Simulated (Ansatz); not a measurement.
GaN2H5ClF: geometry relaxation (part 1 of 2)

GaN2H5ClF, computed with RKS B3LYP/def2-SVP (Ansatz 0.2.0).

The input holds or restrains some coordinates. It belongs to a series of runs on one base structure; here: pulled along the bonds that form and break, towards end A. Figures and captions count atoms from 1; the log counts them from 0 in places.

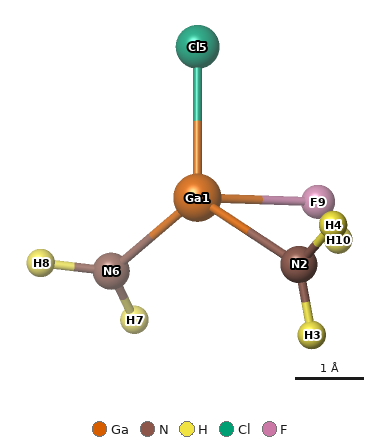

The input geometry (ball-and-stick view, seen at a tilt; atoms are numbered from 1 in the order of the input). Sticks mark near contacts. Bond lengths as drawn: Cl–Ga 2.24 Å, F–Ga 2.00 Å, Ga–N 1.93 to 2.28 Å and H–N 1.06 Å.

### Results in brief

- outcome: converged under the restraints of the input
- total energy: −70668.5754 eV
- mean-field energy: −70668.5754 eV
- largest force (length of the vector) at the end, held atoms and coordinates included: 0.997 eV/Å
- hardware: 4 threads of Intel Xeon @ 2.50GHz (Skylake/Cascade Lake), 12 GiB of memory available, shared host
- wall time: 45 s (CPU time 2.7 min)
- peak memory: 0.33 GiB

### The input
```yaml
crystal:
  periodic: [false, false, false]
  atoms:
    - { symbol: Ga, position_ang: [0.0, 0.0, 0.0] }
    - { symbol: "N", position_ang: [0.0, 0.0, 2.28] }
    - { symbol: H, position_ang: [-0.877, -0.2713, 2.81] }
    - { symbol: H, position_ang: [0.877, 0.2713, 2.81] }
    - { symbol: Cl, position_ang: [1.9398, 0.0, -1.12] }
    - { symbol: "N", position_ang: [-1.6714, 0.0, -0.965] }
    - { symbol: H, position_ang: [-2.3403, -0.8164, -0.8664] }
    - { symbol: H, position_ang: [-1.9204, 0.8164, -1.5936] }
    - { symbol: F, position_ang: [0.4207, -1.8508, 0.6306] }
    - { symbol: H, position_ang: [0.2839, -1.2489, 1.7609] }
basis:
  gaussian: { orbitals: def2-SVP }
hamiltonian:
  xc: b3lyp
relax:
  f_tol: 0.15
  max_steps: 25
  restrain:
    - { distance: [0, 8], at: 2.9, k: 30.0 }
    - { distance: [9, 1], at: 2.26, k: 30.0 }
    - { distance: [0, 1], at: 1.93, k: 30.0 }
    - { distance: [9, 8], at: 0.92, k: 30.0 }
output:
  orbitals: {}
```

Launch command:
```bash
ansatz run input.yaml --threads 4 --pin off --max-ram 5120MiB --backend cpu --events-out ev --progress --plain --runs-dir out
```

### Output
```
The last accepted step is kept in [file] (removed where the run ends without a failure and the disk answers)
Engine: ansatz 0.2.0, x86_64-unknown-linux-gnu
Functional definition: B3LYP
  parameter a0 = 0.2
  parameter ax = 0.72
  parameter ac = 0.81
  exchange = (1 - a0 - ax)*slater_x + ax*b88_x + a0*exact_x
  correlation = (1 - ac)*vwn_rpa_c + ac*lyp_c
1238 factors; integrals over basis functions are off by at most 3.1e-4 eV
mean field evaluation 1: about -70654.9530 eV, gradient 8.1e1 eV
mean field evaluation 2: about -70610.3933 eV, gradient 1.4e2 eV
mean field evaluation 4: about -70667.2656 eV, gradient 1.1e1 eV
mean field evaluation 8: about -70667.5389 eV, gradient 5.8e-1 eV
mean field evaluation 16: about -70667.5482 eV, gradient 1.4e-4 eV
mean field -70667.54818311 eV, -2596.9844955448 hartree, gradient 3.4e-5 eV, S^2 0.000000; 0 other end points of the search recorded, 0 dependent functions left out
the calculation of the forces begins
reference -70667.54845201 eV, -2596.9845054268 hartree; 38, 38 occupied and 79, 79 virtual orbitals, 1238 factors
relax step   1: F+E_penalty+E_count = -70667.54818311 eV  Δ(F+E_penalty+E_count) = +0.000e0 eV  max|allowed force component| = 2.892e0 eV/Å  E_restraint = 27.58086736 eV  max|allowed force component, restraints' pulls added| = 2.697e1 eV/Å  Δτ_max = 0.0000 Å  (30 SCF iters, accepted)
  distance Ga 0 - F 8 = 2.0000 Å
  distance H 9 - N 1 = 1.3820 Å
  distance Ga 0 - N 1 = 2.2800 Å
  distance H 9 - F 8 = 1.2879 Å
these checks for a lower state are left out or cut short: starts, cluster_reference, orbital_swaps, neighbouring_geometries, increment
1238 factors; integrals over basis functions are off by at most 6.0e-4 eV
mean field -70667.14634050 eV, -2596.9697281011 hartree, gradient 7.4e-6 eV, S^2 0.000000; 0 other end points of the search recorded, 0 dependent functions left out
[... from here on the field's lines of each further geometry are left out, up to the last ...]
relax step   2: F+E_penalty+E_count = -70667.14634050 eV  Δ(F+E_penalty+E_count) = +4.018e-1 eV  max|allowed force component| = 1.963e0 eV/Å  E_restraint = 11.69298843 eV  max|allowed force component, restraints' pulls added| = 1.917e1 eV/Å  Δτ_max = 0.1998 Å  (36 SCF iters, accepted)
relax step   3: F+E_penalty+E_count = -70667.16981748 eV  Δ(F+E_penalty+E_count) = -2.348e-2 eV  max|allowed force component| = 1.772e0 eV/Å  E_restraint = 3.15911702 eV  max|allowed force component, restraints' pulls added| = 8.933e0 eV/Å  Δτ_max = 0.1948 Å  (33 SCF iters, accepted)
relax step   4: F+E_penalty+E_count = -70667.57299008 eV  Δ(F+E_penalty+E_count) = -4.032e-1 eV  max|allowed force component| = 1.579e0 eV/Å  E_restraint = 0.12209092 eV  max|allowed force component, restraints' pulls added| = 3.494e0 eV/Å  Δτ_max = 0.1946 Å  (32 SCF iters, accepted)
relax step   5: F+E_penalty+E_count = -70668.11428507 eV  Δ(F+E_penalty+E_count) = -5.413e-1 eV  max|allowed force component| = 9.507e-1 eV/Å  E_restraint = 0.02043718 eV  max|allowed force component, restraints' pulls added| = 7.361e-1 eV/Å  Δτ_max = 0.1947 Å  (30 SCF iters, accepted)
relax step   6: F+E_penalty+E_count = -70668.25283531 eV  Δ(F+E_penalty+E_count) = -1.386e-1 eV  max|allowed force component| = 8.609e-1 eV/Å  E_restraint = 0.02363754 eV  max|allowed force component, restraints' pulls added| = 6.824e-1 eV/Å  Δτ_max = 0.2000 Å  (29 SCF iters, accepted)
relax step   7: F+E_penalty+E_count = -70668.34015246 eV  Δ(F+E_penalty+E_count) = -8.732e-2 eV  max|allowed force component| = 2.080e0 eV/Å  E_restraint = 0.03314543 eV  max|allowed force component, restraints' pulls added| = 2.080e0 eV/Å  Δτ_max = 0.1952 Å  (30 SCF iters, accepted)
relax step   8: F+E_penalty+E_count = -70668.52952970 eV  Δ(F+E_penalty+E_count) = -1.894e-1 eV  max|allowed force component| = 9.719e-1 eV/Å  E_restraint = 0.02335564 eV  max|allowed force component, restraints' pulls added| = 6.477e-1 eV/Å  Δτ_max = 0.1997 Å  (29 SCF iters, accepted)
relax step   9: F+E_penalty+E_count = -70668.56946510 eV  Δ(F+E_penalty+E_count) = -3.994e-2 eV  max|allowed force component| = 9.985e-1 eV/Å  E_restraint = 0.01788510 eV  max|allowed force component, restraints' pulls added| = 1.674e-1 eV/Å  Δτ_max = 0.2000 Å  (29 SCF iters, accepted)
relax step  10: F+E_penalty+E_count = -70668.57316713 eV  Δ(F+E_penalty+E_count) = -3.702e-3 eV  max|allowed force component| = 9.673e-1 eV/Å  E_restraint = 0.01642673 eV  max|allowed force component, restraints' pulls added| = 5.435e-2 eV/Å  Δτ_max = 0.1117 Å  (29 SCF iters, accepted)
relax step  11: F+E_penalty+E_count = -70668.48540876 eV  Δ(F+E_penalty+E_count) = +8.776e-2 eV  max|allowed force component| = 1.908e0 eV/Å  E_restraint = 0.08036986 eV  max|allowed force component, restraints' pulls added| = 3.682e0 eV/Å  Δτ_max = 0.1944 Å  (29 SCF iters, rejected (line search))
relax step  12: F+E_penalty+E_count = -70668.56605319 eV  Δ(F+E_penalty+E_count) = +7.114e-3 eV  max|allowed force component| = 9.306e-1 eV/Å  E_restraint = 0.02547683 eV  max|allowed force component, restraints' pulls added| = 1.183e0 eV/Å  Δτ_max = 0.0952 Å  (30 SCF iters, rejected (line search))
relax step  13: F+E_penalty+E_count = -70668.57632189 eV  Δ(F+E_penalty+E_count) = -3.155e-3 eV  max|allowed force component| = 9.553e-1 eV/Å  E_restraint = 0.01936902 eV  max|allowed force component, restraints' pulls added| = 3.229e-1 eV/Å  Δτ_max = 0.0467 Å  (29 SCF iters, accepted)
the calculation of the forces begins
reference -70668.57540472 eV, -2597.0222452427 hartree; 38, 38 occupied and 79, 79 virtual orbitals, 1238 factors
relax step  14: F+E_penalty+E_count = -70668.57514279 eV  Δ(F+E_penalty+E_count) = +1.179e-3 eV  max|allowed force component| = 9.516e-1 eV/Å  E_restraint = 0.01714110 eV  max|allowed force component, restraints' pulls added| = 1.039e-2 eV/Å  Δτ_max = 0.0113 Å  (30 SCF iters, accepted)
  distance Ga 0 - F 8 = 2.8955 Å
  distance H 9 - N 1 = 2.2461 Å
  distance Ga 0 - N 1 = 1.9016 Å
  distance H 9 - F 8 = 0.9310 Å
1238 factors; integrals over basis functions are off by at most 9.7e-4 eV
mean field evaluation 128: about -70668.5751 eV, gradient 2.2e-5 eV
```

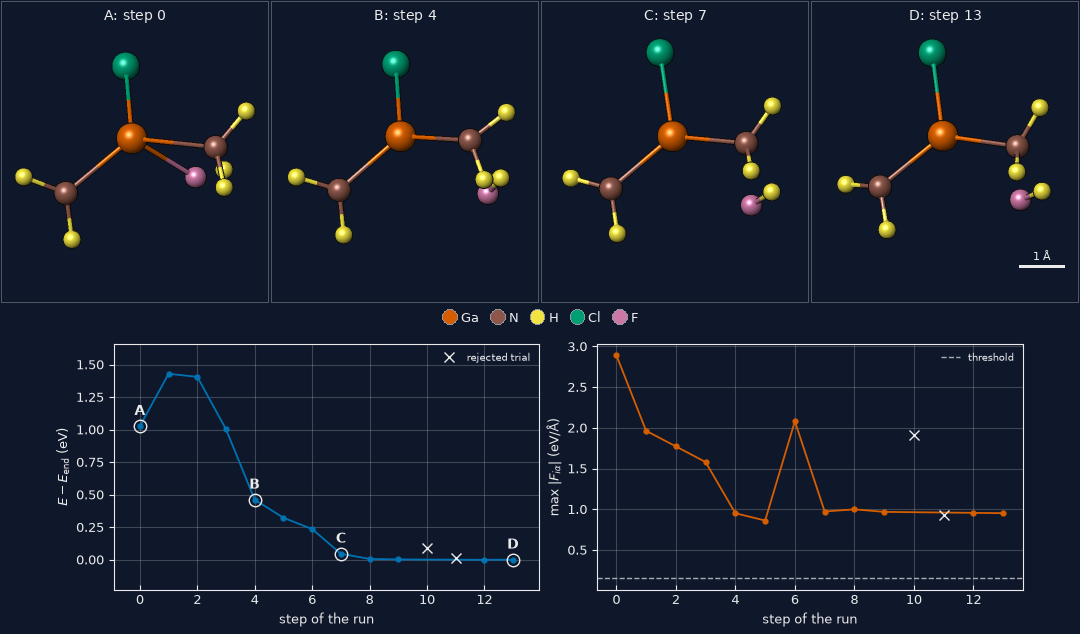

Frames of the restrained relaxation (ball-and-stick view, seen at a tilt) above the curves, on which the letters mark them (the first geometry is step 0 here and step 1 in the log).

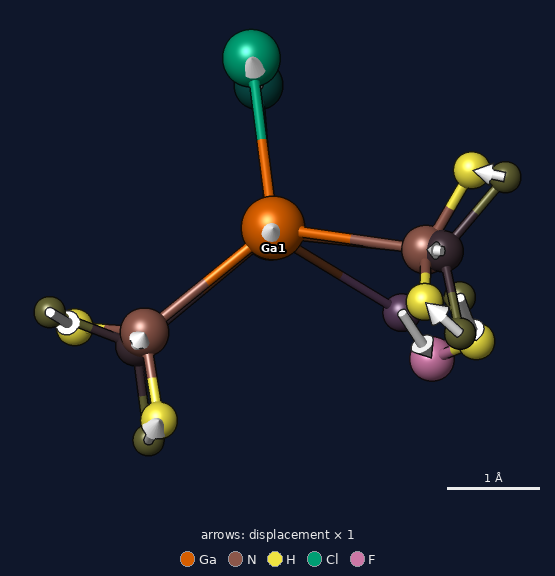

Start (faint) and end (solid) with the displacements as white arrows, at true length (ball-and-stick view, seen at a tilt). The two geometries are laid on each other by the best rigid fit. Over 13 geometry steps the energy falls by 1.027 eV. The largest force component goes from 2.9 to 0.95 eV/Å. The line search rejected the trial steps at points 10, 11 (counted from 0) and went back. The largest move after the best rigid fit is that of H10, 0.93 Å. By element the largest moves are H 0.93 Å, Cl 0.80 Å, F 0.75 Å, Ga 0.29 Å, N 0.27 Å. Among the contacts that change: Ga1–F9 2.000 → 2.895 Å, Ga1–N2 2.280 → 1.902 Å, F9–H10 1.288 → 0.931 Å, Ga1–N6 1.930 → 1.816 Å. New bonds form: F9–H10 (1.29 → 0.93 Å). Bonds break: Ga1–F9 (2.00 → 2.90 Å). Among the angles that change: H3–N2–H4 120.0° → 109.1°, H7–N6–H8 120.0° → 110.7°, Ga1–N2–H4 120.0° → 114.4°. (Atoms are counted from 1 in the order of the input.)

```
mean field -70668.57514279 eV, -2597.0222356170 hartree, gradient 5.9e-6 eV, S^2 0.000000; 1 other end points of the search recorded, 0 dependent functions left out
the calculation of the forces begins
reference -70668.57540472 eV, -2597.0222452427 hartree; 38, 38 occupied and 79, 79 virtual orbitals, 1238 factors
Total energy: -70668.57540472 eV, -2597.0222452427 hartree
Atom 0 at    -0.085876     0.221262     0.174653 Å, force     0.050628    -0.237436     0.876173 eV/Å
Atom 1 at    -0.005915     0.003121     2.061985 Å, force     0.029014    -0.297261    -0.951582 eV/Å
Atom 2 at    -0.858622     0.219843     2.575663 Å, force     0.002744     0.001572    -0.000008 eV/Å
Atom 3 at     0.780200     0.474538     2.506396 Å, force    -0.000977     0.002030     0.000573 eV/Å
Atom 4 at     1.776098     0.739998    -0.793841 Å, force     0.000349     0.001461    -0.001754 eV/Å
Atom 5 at    -1.630138     0.184950    -0.779813 Å, force     0.007833     0.000347     0.001258 eV/Å
Atom 6 at    -2.448767    -0.286920    -0.406453 Å, force     0.004792     0.002733    -0.003678 eV/Å
Atom 7 at    -1.578616     0.071157    -1.788116 Å, force    -0.004216     0.000935     0.004843 eV/Å
Atom 8 at     0.392743    -2.587515     0.689946 Å, force    -0.013662    -0.037024    -0.312023 eV/Å
Atom 9 at     0.371192    -2.140132     1.506080 Å, force    -0.076506     0.562643     0.386198 eV/Å
Dipole moment:    -0.500514     0.113019     0.430809 e Å
```

### Trajectory as extended XYZ (Å, eV, eV/Å), 14 frames, from step=1 to step=14
```
10
Properties=species:S:1:pos:R:3:forces:R:3 step=1 energy=-70667.54818
Ga    0.0000    0.0000    0.0000   -0.6535  -1.7304  -0.1327
N     0.0000    0.0000    2.2800    0.7640  -2.8919  -1.7366
H    -0.8770   -0.2713    2.8100    1.4492   1.1255  -0.3212
H     0.8770    0.2713    2.8100   -1.7574  -0.2377  -0.3231
Cl    1.9398    0.0000   -1.1200   -0.6724   0.7760   0.5249
N    -1.6714    0.0000   -0.9650    0.6554   0.3311   0.4117
H    -2.3403   -0.8164   -0.8664    0.9963   1.6613  -0.2870
H    -1.9204    0.8164   -1.5936    0.1041  -1.6773   1.0866
F     0.4207   -1.8508    0.6306   -0.7007   0.6540   0.4790
H     0.2839   -1.2489    1.7609   -0.1850   1.9894   0.2986
10
Properties=species:S:1:pos:R:3:forces:R:3 step=2 energy=-70667.14634
Ga   -0.0376    0.1446    0.0497   -0.2616  -1.7819   0.6389
N    -0.0323    0.1298    2.2268    0.5053  -1.8275  -0.9375
H    -0.8547   -0.2488    2.7968    1.4062   1.1385  -0.9493
H     0.8526    0.2733    2.7997   -1.6139  -0.0444  -0.8489
Cl    1.9203    0.0159   -1.1056   -1.0704   0.7049   0.8223
N    -1.6619    0.0085   -0.9572    0.7457   0.3071   0.5614
H    -2.3263   -0.7977   -0.8673    0.8175   1.3083  -0.1218
H    -1.9214    0.7997   -1.5841    0.0122  -1.1517   0.6712
F     0.4478   -2.0076    0.7257   -0.7019   1.6238   1.9628
H     0.3260   -1.4174    1.6620    0.1609  -0.2770  -1.7990
```
